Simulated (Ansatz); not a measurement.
# C2H4Mg (triplet): what the fields show

Input

```
crystal:
  periodic: [false, false, false]
  atoms:
    - symbol: C
      position_ang: [-0.443985, 0.094990, 0.866270]
    - symbol: C
      position_ang: [-0.803582, -0.106468, -0.512948]
    - symbol: Mg
      position_ang: [-0.310913, -2.147782, 0.407857]
    - symbol: H
      position_ang: [-1.853567, -0.055902, -0.811849]
    - symbol: H
      position_ang: [-0.090997, 0.148718, -1.301283]
    - symbol: H
      position_ang: [0.539215, 0.501595, 1.115861]
    - symbol: H
      position_ang: [-1.223322, 0.296980, 1.605283]
basis:
  gaussian:
    orbitals: def2-TZVPD
magnetization:
  spin_polarized: true
  initial_magnetization: 2
output:
  forces: true
  orbitals: {seedname: orbitals}
hamiltonian:
  xc: {name: PBE0}
```

Run with:

```sh
ansatz run input.yaml --threads 1 --pin off --max-ram 2610MiB --events-out events.jsonl --progress --plain --runs-dir runs
```

Geometry: PBE0-D3(BJ)/pcseg-1.

All numbers below come from isolated molecule in a Gaussian basis; Kohn-Sham density functional theory, functional PBE0 in Ansatz.

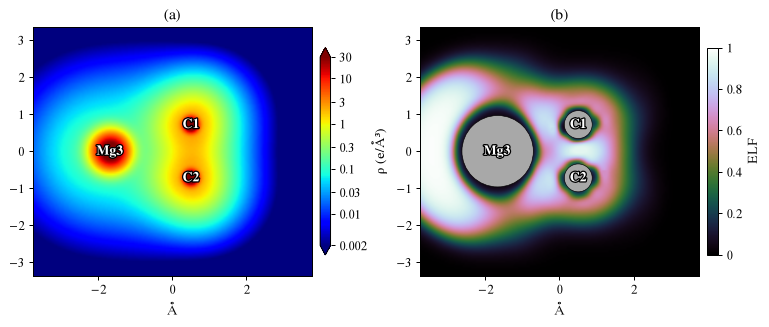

Figure 1. (a) electron density; (b) ELF on the plane of atoms C1, C2 and Mg3. Grey discs cover the atomic cores in the ELF map.

**Describe what can be read from this map.**

Atoms in the plane: C and Mg. C–C (1.44 Å): the density is about 1.9 e/Å³ at the midpoint; the ELF peaks at about 0.95 between the atoms (localised, covalent bonding). C–Mg (2.29 Å): ρ at the midpoint is about 0.31 e/Å³; the ELF peaks at about 0.80 in the valence shell of C, 0.8 Å from its nucleus, and is about 0.55 at the midpoint.

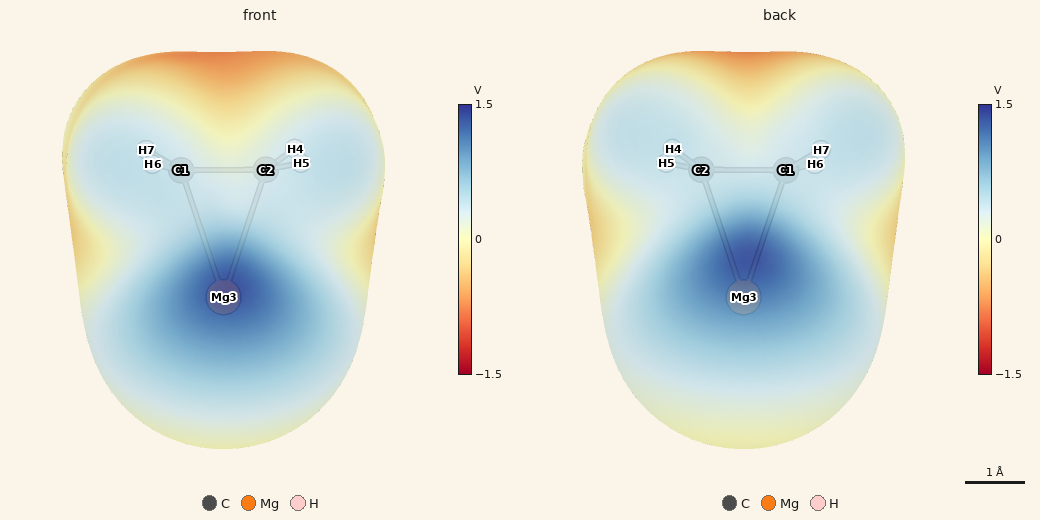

Figure 2. The molecular electrostatic potential painted on the density surface at 0.001 e/bohr³, seen from the front and from behind; the colour scale runs from red (negative) to blue (positive).

**Where is the surface potential most negative and most positive?**

The most negative region (about −0.7 V) lies over C1 and C2, the most positive (about +1.3 V) over Mg3.
